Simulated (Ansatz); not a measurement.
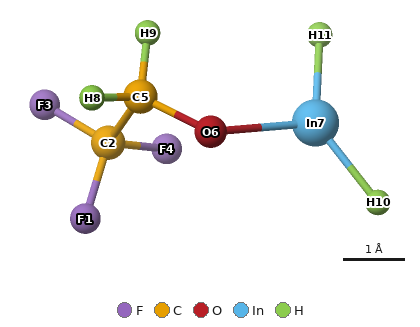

Fig. 1: The input geometry (ball-and-stick view, seen at a tilt; atoms are numbered from 1 in the order of the input). Sticks mark near contacts. Bond lengths as drawn: C–C 1.52 Å, C–F 1.33 to 1.36 Å, C–H 1.10 Å, C–O 1.38 Å, H–In 1.70 to 1.71 Å and In–O 2.02 Å.

C2H4F3InO: single-point calculation

The run: single-point calculation of C2H4F3InO, SMILES FC(F)(F)C[O][InH2]. Method and program: RKS PBE0-D4/def2-TZVPP (Ansatz 0.2.0).

The geometry comes from this level: PBE0-D4/def2-TZVP.

Log:
```
Functional definition: PBE0
  name "PBE0"
  cite "Adamo & Barone, J. Chem. Phys. 110, 6158 (1999) doi:10.1063/1.478522"
  cite "Perdew, Burke & Ernzerhof, Phys. Rev. Lett. 77, 3865 (1996) doi:10.1103/PhysRevLett.77.3865"
  parent pbe
  parameter a = 0.25
  parameter kappa = 0.804
  parameter beta = 0.06672455060314922
  exchange = (1 - a)*pbe_x(kappa = kappa, mu = beta*pi^2/3) + a*exact_x
  correlation = pbe_c(beta = beta)
1696 factors; their error is unknown
mean field evaluation 1: about -17496.3788 eV, gradient 6.5e1 eV
mean field evaluation 2: about -17455.1046 eV, gradient 1.5e2 eV
mean field evaluation 4: about -17503.4998 eV, gradient 8.9e0 eV
mean field evaluation 8: about -17503.6079 eV, gradient 2.5e-1 eV
mean field evaluation 16: about -17503.6788 eV, gradient 4.0e-4 eV
mean field -17503.67879695 eV, -643.2483313682 hartree, gradient 6.1e-5 eV, S^2 0.000000; 0 other end points of the search recorded, 0 dependent functions left out
reference -17503.67883605 eV, -643.2483328053 hartree; 36, 36 occupied and 256, 256 virtual orbitals, 1696 factors
Total energy: -17503.88668376 eV, -643.2559710677 hartree
```

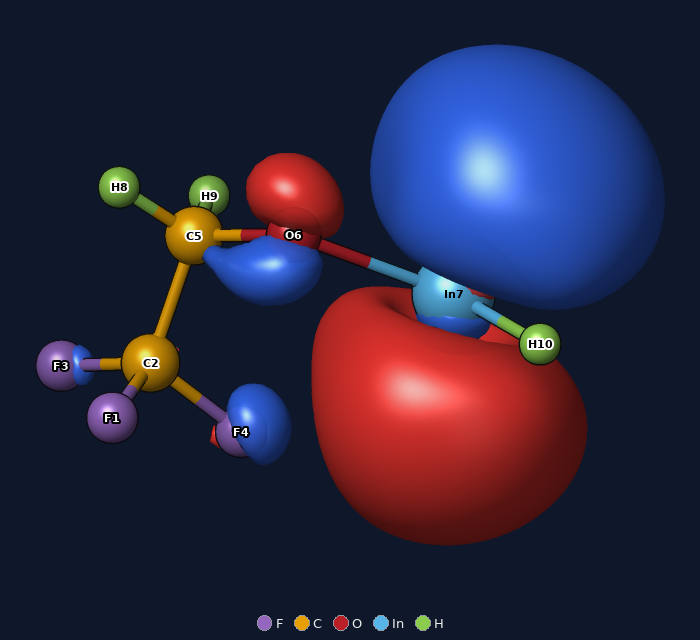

Fig. 2: One frontier orbital at ±0.08 Å⁻³ᐟ² (red and blue are the two phases), seen at a tilt. The LUMO, at −1.61 eV. It lies mainly on In7 (80 %).

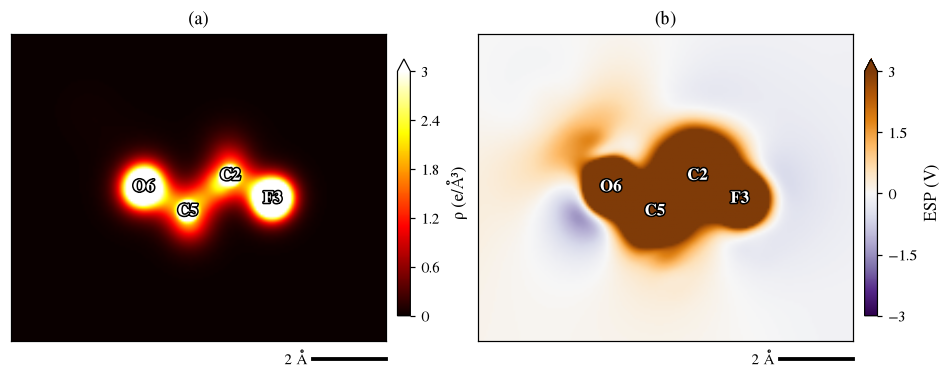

Fig. 3: (a) total electron density; (b) electrostatic potential on the plane of atoms C2, C5 and O6. C–F (1.34 Å): ρ is about 2.4 e/Å³ halfway. C–C (1.52 Å): ρ is about 1.8 e/Å³ halfway.

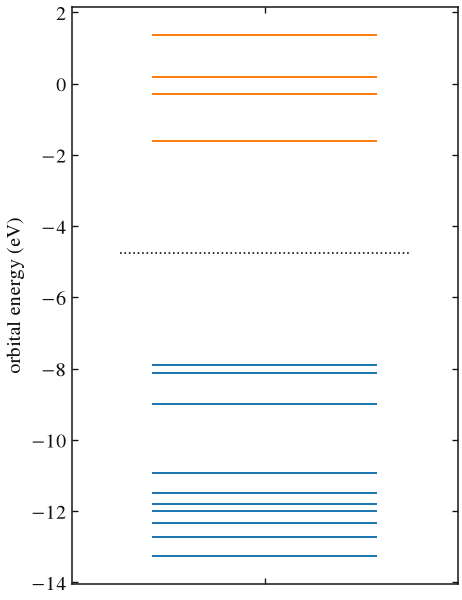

Fig. 4: Orbital energies near the frontier; the dotted line parts filled from empty levels, and levels within 0.02 eV of each other stand side by side. Highest filled −7.89 eV, lowest empty −1.61 eV, 6.28 eV apart.

The run was set up as follows.

Input:
```yaml
crystal:
  periodic: [false, false, false]
  atoms:
    - {symbol: F, position_ang: [0.249067, -0.666329, 2.155169]}
    - {symbol: C, position_ang: [-0.386677, -0.864663, 1.001854]}
    - {symbol: F, position_ang: [-1.385531, -1.722317, 1.225130]}
    - {symbol: F, position_ang: [0.496644, -1.490536, 0.178973]}
    - {symbol: C, position_ang: [-0.880594, 0.421841, 0.368531]}
    - {symbol: O, position_ang: [0.169246, 1.241036, 0.019071]}
    - {symbol: In, position_ang: [1.363274, 0.748772, -1.531984]}
    - {symbol: H, position_ang: [-1.525877, 0.908942, 1.111245]}
    - {symbol: H, position_ang: [-1.519951, 0.116056, -0.475699]}
    - {symbol: H, position_ang: [2.902078, 1.441487, -1.327730]}
    - {symbol: H, position_ang: [0.518312, -0.134269, -2.724571]}
basis:
  gaussian: {orbitals: def2-TZVPP}
hamiltonian: {xc: pbe0, dispersion: d4}
output: {orbitals: {seedname: orbitals}}
```

Launched with:
```bash
ansatz run in.yaml --threads 4 --pin off --events-out ev --progress --plain --max-ram 11315MiB
```

Key numbers:

| quantity | value |
| --- | --- |
| outcome | converged |
| total energy | −17503.8867 eV |
| mean-field energy | −17503.6788 eV |
| dispersion energy | −0.2078 eV |
| SCF solution under orbital rotations | stable |
| HOMO | −7.89 eV |
| LUMO | −1.61 eV |
| hardware | 4 threads of Arm Neoverse V1, 23 GiB of memory available, shared host |
| wall time | 6.5 s (CPU time 23 s) |
| peak memory | 0.96 GiB |
